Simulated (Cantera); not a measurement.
Feed: 1 mol B₂O₃, 5.6 mol N₂, at 0.0133 bar.

These are equilibrium values from Cantera (NASA tables, ideal gas, pure condensed phases), not measurements of a reactor. Candidate condensed phases: B, BN, B₂O₃; 17 gas species. Equilibrium is a limit: real reactors are often held back by kinetics, nucleation or transport.

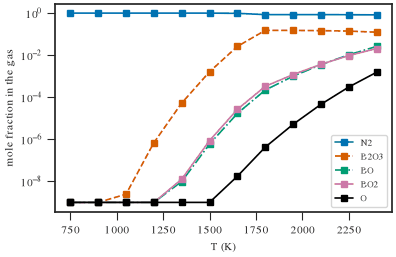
Equilibrium gas composition (values under 1e-9 drawn at 1e-9)

**Question.** Read off the mole fractions at 1950 K.

**Answer.** N₂ about 0.85, B₂O₃ about 0.15, BO₂ about 0.0012, BO about 0.00100, O about 5.1e-6.
